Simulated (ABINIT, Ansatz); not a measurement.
# LiHS (Ama2): G0W0 on several meshes in ABINIT, part 2 of 2

Wanted: mesh dependence and cost of G0W0 for LiHS (Ama2).

ABINIT 10.8.3; PBEsol and many-body steps on it, plane waves. Known limits of the many-body steps: not at the basis limit; coarse k mesh.

So far. Step 4 (2×2×2): The gap on the mesh goes from 3.33 eV to 5.47 eV, a correction of +2.14 eV. Step 5 (Empty states on the mesh, 1×2×2 mesh, 79 bands): On this mesh the gap is 3.330 eV.

## 7. 1×2×2

This step: G0W0 on PBEsol, plane waves, norm-conserving pseudopotentials.

run.abi

```
acell 3*1.0 Angstrom
rprim 
  6.156870000000 0.000000000000 0.000000000000
  0.000000000000 2.809205000000 2.757390000000
  0.000000000000 -2.809205000000 2.757390000000
ntypat 3
znucl 3 1 16
natom 6
typat 1 1 2 2 3 3
xred 
  0.500000000000 0.501660000000 0.501660000000
  0.000000000000 0.501660000000 0.501660000000
  0.250000000000 0.133090000000 0.983490000000
  0.750000000000 0.983490000000 0.133090000000
  0.750000000000 0.998760000000 0.475340000000
  0.250000000000 0.475340000000 0.998760000000
pp_dirpath "pseudos"
pseudos "Li.upf, H.upf, S.upf"
ecut 33
ngkpt 1 2 2
nshiftk 1
shiftk 0 0 0
kptopt 1
chksymbreak 0
istwfk *1
occopt 1
irdwfk 1
optdriver 4
nband 73
gwcalctyp 0
ecutsigx 33
symsigma 1
nkptgw 1
kptgw 
  0.0000000000 0.0000000000 0.0000000000
bdgw 
  9 12
ecuteps 4.2
irdscr 1
ppmodel 1
indata_prefix "in"
outdata_prefix "out"
tmpdata_prefix "tmp"
```

The run is started by

```
$ OMP_NUM_THREADS=1 mpirun -n 4 abinit run.abi > log
```

Numbers of over 12 decimals in the logs are rounded to 6 here.

The program printed:

```text
.Version 10.8.3 of ABINIT. v10.8.2 released Aug 2026.

 Symmetries : space group Am a 2 (# 40); Bravais oC (1-face-center ortho.)
[... echo of the input left out ...]
== DATASET  1 ==================================================================
-   mpi_nproc: 4, omp_nthreads: 1 (-1 if OMP is not activated)

--- !DatasetInfo
iteration_state: {dtset: 1, }
dimensions: {natom: 6, nkpt: 3, mband: 73, nsppol: 1, nspinor: 1, nspden: 1, mpw: 5848, }
cutoff_energies: {ecut:  33.0, pawecutdg:  -1.0, }
electrons: {nelect:   2.00000000E+01, charge:   0.00000000E+00, occopt:   1.00000000E+00, tsmear:   1.00000000E-02, }

 SIGMA: Calculation of the GW corrections

 Based on a program developped by R.W. Godby, V. Olevano, G. Onida, and L. Reining.
 Incorporated in ABINIT by V. Olevano, G.-M. Rignanese, and M. Torrent.
.Using double precision arithmetic ; gwpc =  8

[... cell and pseudopotentials left out ...]
--------------------------------------------------------------------------------

 ==== K-mesh for the wavefunctions ====
 Number of points in the irreducible wedge :     3
[... list of points left out ...]
 Together with  4 symmetry operations and time-reversal symmetry
 yields     4 points in the full Brillouin Zone.

 ==== Q-mesh for screening function ====
 Number of points in the irreducible wedge :     3
[... list of points left out ...]
 Together with  4 symmetry operations and time-reversal symmetry
 yields     4 points in the full Brillouin Zone.

 vcoul_init : cutoff-mode = AUXILIARY_FUNCTION
 q-points for optical limit:   1
     1)      0.000010    0.000020    0.000030
 setmesh: FFT mesh size selected  =    64x   40x   40
          total number of points  =       102400

 Number of electrons calculated from density =   20.0000; Expected =   20.0000
[...]
number of k-points in IBZ                           3
 number of q-points in IBZ                           3
 number of symmetry operations                       4
 number of k-points in BZ                            4
 number of q-points in BZ                            4
 number of frequencies for dSigma/dE                 9
 frequency step for dSigma/dE [eV]                0.25
 number of omega for Sigma on real axis              0
 max omega for Sigma on real axis  [eV]           0.00
 zcut for avoiding poles [eV]                     0.10

 EPSILON^-1 parameters (SCR file):
 dimension of the eps^-1 matrix on file            283
 dimension of the eps^-1 matrix used               283
 number of plane-waves for wavefunctions          5839
 number of bands                                    73
 number of q-points in IBZ                           3
 number of frequencies                               2
 number of real frequencies                          1
 number of imag frequencies                          1

 matrix elements of self-energy operator (all in [eV])

 Perturbative Calculation

--- !SelfEnergy_ee
iteration_state: {dtset: 1, }
kpoint     : [   0.000,    0.000,    0.000, ]
spin       : 1
KS_gap     :    3.330
QP_gap     :    5.434
Delta_QP_KS:    2.104
data: !SigmaeeData |
     Band     E0 <VxcDFT>   SigX SigC(E0)      Z dSigC/dE  Sig(E)    E-E0       E
        9  -0.707 -12.408 -16.134   2.354   0.788  -0.270 -13.489  -1.081  -1.788
       10  -0.122 -12.743 -16.286   2.259   0.787  -0.271 -13.754  -1.011  -1.133
       11   3.208  -8.814  -4.218  -3.260   0.818  -0.223  -7.721   1.093   4.301
       12   3.571  -8.584  -4.048  -3.186   0.819  -0.221  -7.479   1.105   4.676

== END DATASET(S) ==============================================================
================================================================================

 -outvars: echo values of variables after computation  --------
           etotal      0.0000000000E+00
            nband          73
             nkpt           3
          spgroup          40
 [... the other variables as echoed above ...]

 Calculation completed.
```

Elapsed: 4.8 s, on 4 MPI ranks of Arm Neoverse N1, shared host; peak memory 0.47 GiB.

This step gave:

```yaml
g0w0_gap_on_the_points_computed: 5.434 eV
starting_gap_on_the_mesh: 3.330 eV
k_of_the_valence_top: 0, 0, 0
k_of_the_conduction_bottom: 0, 0, 0
z_at_the_valence_top: 0.787
z_at_the_conduction_bottom: 0.818
least_direct_g0w0_gap_on_the_computed_points: 5.434 eV
```

Against G0W0 in ABINIT (2×2×2 mesh, 73 bands, screening to 114.3 eV, Godby-Needs plasmon pole), the gap moves by −0.039 eV.

## 8. Empty states on the mesh, 2×4×4 mesh, 79 bands

This step: DFT, PBEsol, plane waves, norm-conserving pseudopotentials.

run.abi: that of step 7 with these lines changed.

```diff
@@ -19,3 +19,3 @@
 ecut 33
-ngkpt 1 2 2
+ngkpt 2 4 4
 nshiftk 1
@@ -24,18 +24,10 @@
 chksymbreak 0
+iscf -2
+irdden 1
 istwfk *1
-occopt 1
-irdwfk 1
-optdriver 4
-nband 73
-gwcalctyp 0
-ecutsigx 33
-symsigma 1
-nkptgw 1
-kptgw 
-  0.0000000000 0.0000000000 0.0000000000
-bdgw 
-  9 12
-ecuteps 4.2
-irdscr 1
-ppmodel 1
+nband 79
+nbdbuf 6
+tolwfr 1e-09
+nstep 60
+prtvol 0
 indata_prefix "in"
```

The program printed:

```text
.Version 10.8.3 of ABINIT. v10.8.2 released Aug 2026.

 Symmetries : space group Am a 2 (# 40); Bravais oC (1-face-center ortho.)
[... echo of the input left out ...]
== DATASET  1 ==================================================================
-   mpi_nproc: 4, omp_nthreads: 1 (-1 if OMP is not activated)

--- !DatasetInfo
iteration_state: {dtset: 1, }
dimensions: {natom: 6, nkpt: 14, mband: 79, nsppol: 1, nspinor: 1, nspden: 1, mpw: 5860, }
cutoff_energies: {ecut:  33.0, pawecutdg:  -1.0, }
[...]
1.19293    1.24409    1.26322    1.31366    1.32551    1.33404    1.35426    1.37694
   1.38007    1.38587    1.38865    1.39951    1.40971    1.43017    1.49448    1.49976
   1.52096    1.52705    1.52974    1.54088    1.54384    1.55826    1.56960
 prteigrs : prtvol=0 or 1, do not print more k-points.

== END DATASET(S) ==============================================================
================================================================================

 -outvars: echo values of variables after computation  --------
            nband          79
             nkpt          14
          spgroup          40
 [... the other variables as echoed above ...]

 Calculation completed.
```

Wall time 69 s (4 MPI ranks); peak memory 0.4 GiB.

This step gave:

* gap: 3.330 eV
* k of the valence top: 0, 0, 0
* k of the conduction bottom: 0, 0, 0
* least direct gap: 3.330 eV
* k points computed: 14
* lowest point of the top converged band, above the valence top: 38.53 eV

On this mesh the gap is 3.330 eV.

## 9. Screening, 2×4×4 mesh, 73 bands, screening to 114.3 eV

This step: RPA screening on PBEsol, plane waves, norm-conserving pseudopotentials.

run.abi: that of step 8 with these lines changed.

```diff
@@ -24,10 +24,11 @@
 chksymbreak 0
-iscf -2
-irdden 1
 istwfk *1
-nband 79
-nbdbuf 6
-tolwfr 1e-09
-nstep 60
-prtvol 0
+occopt 1
+irdwfk 1
+optdriver 3
+nband 73
+ecuteps 4.2
+inclvkb 2
+awtr 1
+symchi 1
 indata_prefix "in"
```

The program printed:

```text
.Version 10.8.3 of ABINIT. v10.8.2 released Aug 2026.

 Symmetries : space group Am a 2 (# 40); Bravais oC (1-face-center ortho.)
[... echo of the input left out ...]
== DATASET  1 ==================================================================
-   mpi_nproc: 4, omp_nthreads: 1 (-1 if OMP is not activated)

--- !DatasetInfo
iteration_state: {dtset: 1, }
dimensions: {natom: 6, nkpt: 14, mband: 73, nsppol: 1, nspinor: 1, nspden: 1, mpw: 5860, }
cutoff_energies: {ecut:  33.0, pawecutdg:  -1.0, }
[...]
--------------------------------------------------------------------------------
[... chi0 elements left out ...]
 For q-point:  0.000010 0.000020 0.000030
  dielectric constant =   3.0176
  dielectric constant without local fields =   3.7310

  Average fulfillment of the sum rule on Im[epsilon] for q-point    1 :     61.66  [%]
[... wings left out ...]
  q-point number  2        q = ( 0.500000, 0.000000, 0.000000) [r.l.u.]
--------------------------------------------------------------------------------
[... chi0 elements left out ...]
  Average fulfillment of the sum rule on Im[epsilon] for q-point    2 :     70.78  [%]

 [... 12 further q-points ...]
```

It took 81 s on 4 MPI ranks; peak memory 1.7 GiB.

This step gave:

```
ε∞ with local fields, on this mesh, along the program's q direction : 3.018
the same without local fields                                       : 3.731
plasma frequency                                                    : 17.00 eV
plane waves in the screening matrix                                 : 283
```

## 10. 2×4×4

This step: G0W0 on PBEsol, plane waves, norm-conserving pseudopotentials.

run.abi: that of step 9 with these lines changed.

```diff
@@ -27,8 +27,15 @@
 irdwfk 1
-optdriver 3
+optdriver 4
 nband 73
+gwcalctyp 0
+ecutsigx 33
+symsigma 1
+nkptgw 1
+kptgw 
+  0.0000000000 0.0000000000 0.0000000000
+bdgw 
+  9 12
 ecuteps 4.2
-inclvkb 2
-awtr 1
-symchi 1
+irdscr 1
+ppmodel 1
 indata_prefix "in"
```

The program printed:

```text
.Version 10.8.3 of ABINIT. v10.8.2 released Aug 2026.

 Symmetries : space group Am a 2 (# 40); Bravais oC (1-face-center ortho.)
[... echo of the input left out ...]
== DATASET  1 ==================================================================
-   mpi_nproc: 4, omp_nthreads: 1 (-1 if OMP is not activated)

--- !DatasetInfo
iteration_state: {dtset: 1, }
dimensions: {natom: 6, nkpt: 14, mband: 73, nsppol: 1, nspinor: 1, nspden: 1, mpw: 5860, }
cutoff_energies: {ecut:  33.0, pawecutdg:  -1.0, }
[...]
10  -0.122 -12.716 -16.229   1.965   0.792  -0.263 -13.942  -1.226  -1.348
       11   3.208  -8.893  -4.582  -2.931   0.828  -0.208  -7.751   1.143   4.351
       12   3.571  -8.682  -4.432  -2.834   0.829  -0.207  -7.508   1.173   4.744

== END DATASET(S) ==============================================================
================================================================================

 -outvars: echo values of variables after computation  --------
           etotal      0.0000000000E+00
            nband          73
             nkpt          14
          spgroup          40
 [... the other variables as echoed above ...]

 Calculation completed.
```

The job ended after 11 s (4 MPI ranks; peak memory 1.2 GiB; 45 s of CPU time).

Numbers from this step:

| Quantity | Value |
| --- | --- |
| G0W0 gap on the points computed | 5.699 eV |
| starting gap on the mesh | 3.330 eV |
| k of the valence top | 0, 0, 0 |
| k of the conduction bottom | 0, 0, 0 |
| least direct G0W0 gap on the computed points | 5.699 eV |

Against G0W0 in ABINIT (2×2×2 mesh, 73 bands, screening to 114.3 eV, Godby-Needs plasmon pole), the gap moves by +0.226 eV.

## 11. The runs together

Times are wall times on 4 MPI ranks of Arm Neoverse N1, shared host, good to a factor of about two. A run's time includes the screening step that it read.

| run | mesh | bands | screening cutoff (eV) | DFT gap (eV) | gap on the mesh (eV) | direct (eV) | ε∞ used | time |
| --- | --- | --- | --- | --- | --- | --- | --- | --- |
| 2×2×2 | 2×2×2 | 73 | 114.3 | 3.330 | 5.473 | 5.473 | 3.73 | 23 s |
| 1×2×2 | 1×2×2 | 73 | 114.3 | 3.330 | 5.434 | 5.434 | 3.87 | 12 s |
| 2×4×4 | 2×4×4 | 73 | 114.3 | 3.330 | 5.699 | 5.699 | 3.02 | 92 s |

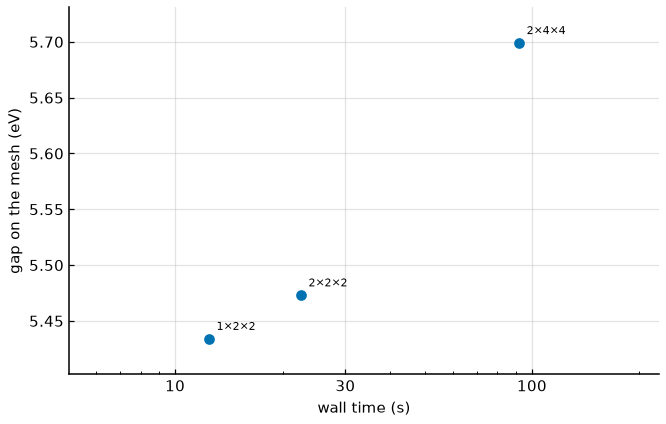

Result against wall time.

## 12. Results

| Property | Result |
| --- | --- |
| 2×2×2 | 5.473 eV |
| 1×2×2 | 5.434 eV |
| 2×4×4 | 5.699 eV |
| known limits | not at the basis limit; coarse k mesh |

**Reading.** 1×2×2: −0.039 eV against 2×2×2. 2×4×4: +0.226 eV against 2×2×2. Bands and cutoff are finite, so the gap is not at the basis limit. The miss can reach some tenths of an eV and take either sign; the mesh is an error of its own. In the G0W0 runs levels were corrected at 1 k point alone, so a gap called «on the mesh» is the least over those, and an edge elsewhere would be missed. The 2×2×2 mesh is coarse for this cell, which bears on the long-range parts of exchange and screening.

[Paths, hosts, dates, memory and timing lines, banners, echoed tables and standing remarks are left out of the program output.]

[Logs are printed without paths, hosts, clocks, repeated set-up lines and the standing remarks that a program may print on its own settings, such as how far it seeks lower states.]

[Runs of the session that timed out or met a known fault of the program may be left out.]

[Hosts, paths, dates, database ids (printed as entryN), source tags and the programs' standing remarks are cut or masked in the printed files.]

[G0W0 gaps are taken among the corrected bands and points alone; a level outside them can change the order at an edge.]

[Where Ansatz stands beside ABINIT at settings called matched, ABINIT's density can come from a denser mesh and the files from another edition; pairs whose starting gaps differed by over 0.03 eV were left out, so agreement reads better than it is.]
